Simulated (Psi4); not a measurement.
# A workflow on SiO (SMILES O=[Si])

Wanted: a geometry optimisation (BP86/cc-pVTZ), then the harmonic vibrations, then the energy (MP2/cc-pVTZ) of SiO. 

The results are computed with Psi4 1.11.

### 1 The structure to begin with

The species is SiO (2 atoms), meant as a singlet with charge 0. SMILES: `O=[Si]`. Geometry: relaxed at PBE0-D4/def2-TZVP. The run starts from this shape.

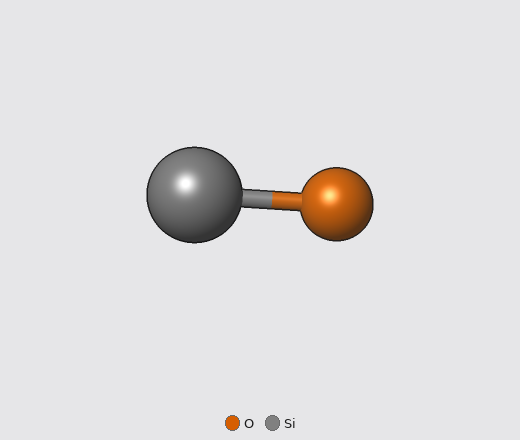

The structure, seen from a chosen angle (oxygen orange, silicon grey).

### 2 A geometry optimisation at BP86/cc-pVTZ (density fitting) (run 1)

osi.dat

```
memory 1.6 GB

molecule geom {
  0 1
  O     -1.21074753     0.43747160    -0.61227126
  Si     1.21074753    -0.43747160     0.61227126
  units au
}

set basis cc-pVTZ
set geom_maxiter 60

e, wfn = optimize("bp86", return_wfn=True)
print_variables()
```

Run with:

```bash
$ psi4 osi.dat osi.out -n 1
```

osi.out:

```text
[...]
  Running in c2v symmetry.
[...]
  Nuclear repulsion =   39.283332356482084
[...]
  Multiplicity = 1
[...]
  Nalpha       = 11
  Nbeta        = 11
[...]
    Number of basis functions: 64
[...]
   @DF-RKS iter   1:  -364.42328045314810   -1.10299e-01   2.72806e-02 DIIS/ADIIS
[...]
   @DF-RKS iter   6:  -364.79200653849409   -1.13687e-13   4.69700e-09 DIIS
[...]
  @DF-RKS Final Energy:  -364.79200653849409
   => Energetics <=
    Nuclear Repulsion Energy =             38.6067314374922717
    One-Electron Energy =                -581.7571681606361835
    Two-Electron Energy =                 207.8083446381677959
    DFT Exchange-Correlation Energy =     -29.4499144535179518
    Empirical Dispersion Energy =           0.0000000000000000
    VV10 Nonlocal Energy =                  0.0000000000000000
    Total Energy =                       -364.7920065384940926
[...]
 Multipole Moments:
 ------------------------------------------------------------------------------------
     Multipole            Electronic (a.u.)      Nuclear  (a.u.)        Total (a.u.)
 ------------------------------------------------------------------------------------
 L = 1.  Multiply by 2.5417464519 to convert [e a0] to [Debye]
 Dipole X            :          0.0000000            0.0000000            0.0000000
 Dipole Y            :          0.0000000           -0.0000000           -0.0000000
 Dipole Z            :          1.0742722            0.0074811            1.0817533
 Magnitude           :                                                    1.0817533
[...]
  -Total Gradient:
     Atom            X                  Y                   Z
    ------   -----------------  -----------------  -----------------
       1        0.000000000000    -0.000000000000     0.000050274015
       2       -0.000000000000     0.000000000000    -0.000009544249
[...]
```

On the terminal:

```text
Optimizer: Optimization complete!
```

Wall time 7.5 s (1 thread of Intel Xeon 6975P-C (Granite Rapids), shared host); peak memory 0.43 GiB.

Step by step:

| step | energy from the first frame kept (eV) | largest force (eV/Å) |
| --- | --- | --- |
| 0 | 0.0000 | 1.5201 |
| 1 | -0.0188 | 0.2895 |
| 2 | -0.0196 | 0.0219 |
| 3 | -0.0196 | 0.0026 |

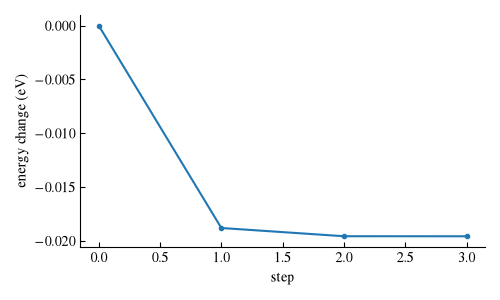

Energy along the run.

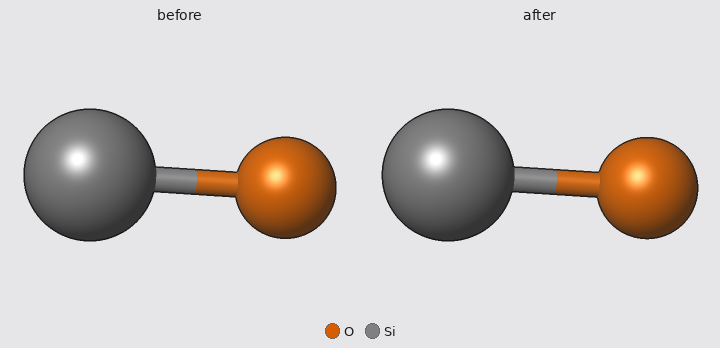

Before and after, at one scale.

After the run. Bond lengths: O1–Si2 1.535 Å.

### 3 The harmonic vibrations at BP86/cc-pVTZ (density fitting) (run 2)

job.in

```
memory 1.6 GB

molecule {
  0 1
  O     -0.654988     0.236663    -0.331226
  Si     0.648869    -0.234452     0.328131
  symmetry c1
}

set basis cc-pVTZ
set t 298.15
set rotational_symmetry_number 1

e_tot = freq("bp86")
```

Run with:

```bash
$ psi4 -n 1 job.in job.out
```

job.out:

```text
[...]
  Running in c1 symmetry.
[...]
  Nuclear repulsion =   38.606723362129493
[...]
  Multiplicity = 1
[...]
  Nalpha       = 11
  Nbeta        = 11
[...]
    Number of basis functions: 64
[...]
   @DF-RKS iter   1:  -364.42410322689278   -1.33060e-01   1.51041e-02 DIIS/ADIIS
[...]
   @DF-RKS iter  11:  -364.79200584832989   -7.38964e-13   5.09060e-09 DIIS
[...]
  @DF-RKS Final Energy:  -364.79200584832989
   => Energetics <=
    Nuclear Repulsion Energy =             38.6275927124728540
    One-Electron Energy =                -581.7992271115219864
    Two-Electron Energy =                 207.8300673816813173
    DFT Exchange-Correlation Energy =     -29.4504388309620460
    Empirical Dispersion Energy =           0.0000000000000000
    VV10 Nonlocal Energy =                  0.0000000000000000
    Total Energy =                       -364.7920058483298931
[...]
  -Total Gradient:
     Atom            X                  Y                   Z
    ------   -----------------  -----------------  -----------------
       1        0.000000000000    -0.000000000000     0.000909371558
       2       -0.000000000000     0.000000000000    -0.000868285655
[...]
  ==> Harmonic Vibrational Analysis <==
[...]
  Freq [cm^-1]                1191.7144
[...]
  IR activ [km/mol]            33.1664
[...]
  Total E_0, Enthalpy at 0 [K]                                                         -364.78929161 [Eh]
[...]
  Total H, Enthalpy at  298.15 [K]                                                     -364.78596964 [Eh]
[...]
  Total G, Gibbs energy at  298.15 [K]                                                 -364.81001081 [Eh]
[...]
```

It took 13 s on 1 thread of Intel Xeon 6975P-C (Granite Rapids), shared host; peak memory 0.44 GiB.

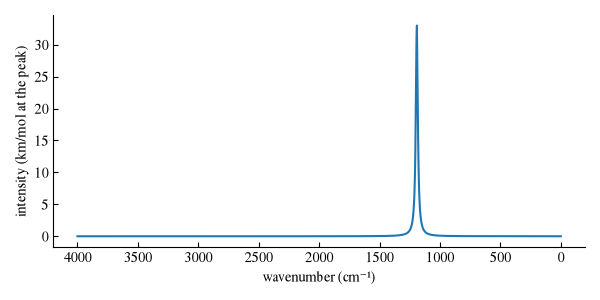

Harmonic infrared spectrum, unscaled, lines broadened by 10 cm⁻¹.

### 4 A single-point energy at MP2/cc-pVTZ (density fitting, density fitting for correlation) (run 3)

job.inp

```
memory 1.6 GB

molecule {
  O     -0.654988     0.236663    -0.331226
  Si     0.648869    -0.234452     0.328131
  symmetry c1
}

set {
  basis cc-pVTZ
  freeze_core true
}

energy("mp2")
```

Run with:

```bash
$ psi4 -i job.inp -o job.out -n 1
```

job.out:

```text
[...]
  Running in c1 symmetry.
[...]
  Nuclear repulsion =   38.606723362129493
[...]
  Multiplicity = 1
[...]
  Nalpha       = 11
  Nbeta        = 11
[...]
    Number of basis functions: 64
[...]
   @DF-RHF iter   1:  -363.68493068153998   -8.45455e-01   9.34492e-03 DIIS/ADIIS
[...]
   @DF-RHF iter  11:  -363.83647026162072   -1.42109e-12   2.14520e-09 DIIS
[...]
    Orbital Energies [Eh]
    ---------------------
    Doubly Occupied:
       1A    -68.826362     2A    -20.529796     3A     -6.173163
       4A     -4.274541     5A     -4.274541     6A     -4.273600
       7A     -1.252544     8A     -0.606509     9A     -0.465242
      10A     -0.465242    11A     -0.435581
[...]
  @DF-RHF Final Energy:  -363.83647026162072
   => Energetics <=
    Nuclear Repulsion Energy =             38.6067233621294932
    One-Electron Energy =                -581.7321496815932278
    Two-Electron Energy =                 179.2889560578429951
    Total Energy =                       -363.8364702616207182
[...]
 Multipole Moments:
 ------------------------------------------------------------------------------------
     Multipole            Electronic (a.u.)      Nuclear  (a.u.)        Total (a.u.)
 ------------------------------------------------------------------------------------
 L = 1.  Multiply by 2.5417464519 to convert [e a0] to [Debye]
 Dipole X            :         -0.0000000           -0.0000000           -0.0000000
 Dipole Y            :          0.0000000           -0.0000000            0.0000000
 Dipole Z            :          1.4467577            0.0074811            1.4542388
 Magnitude           :                                                    1.4542388
[...]
```

It took 1.6 s on 1 thread of Intel Xeon 6975P-C (Granite Rapids), shared host; peak memory 0.29 GiB.

### 5 Outcome

| quantity | value |
| --- | --- |
| run 1, BP86/cc-pVTZ: total energy at the end | -364.79201 Eh |
| run 1, BP86/cc-pVTZ: dipole moment | 2.75 D |
| run 1, BP86/cc-pVTZ: HOMO energy | -7.49 eV |
| run 1, BP86/cc-pVTZ: LUMO energy | -2.89 eV |
| run 1, BP86/cc-pVTZ: HOMO–LUMO gap | 4.60 eV |
| run 1, BP86/cc-pVTZ: bond length | 1.535 Å |
| run 2, BP86/cc-pVTZ: harmonic wavenumber | 1192 cm⁻¹ |
| run 2, BP86/cc-pVTZ: zero-point energy | 7.1 kJ/mol |
| run 2, BP86/cc-pVTZ: ideal-gas entropy at 298.15 K (symmetry number 1 as used) | 50.6 cal/(mol K) |
| run 3, MP2/cc-pVTZ: total energy | -364.17586 Eh |
| run 3, MP2/cc-pVTZ: HOMO energy (Hartree–Fock orbitals) | -11.85 eV |
| run 3, MP2/cc-pVTZ: LUMO energy (Hartree–Fock orbitals) | 1.14 eV |
| run 3, MP2/cc-pVTZ: HOMO–LUMO gap (Hartree–Fock orbitals) | 12.99 eV |
| run 3, MP2/cc-pVTZ: correlation energy (6 core orbitals frozen) | -339.4 mEh |

**Reading.** The optimisation (run 1, BP86/cc-pVTZ) took 4 steps and changed the energy by -0.020 eV. The one mode (run 2, BP86/cc-pVTZ) is real, so the shape is a minimum at this level.
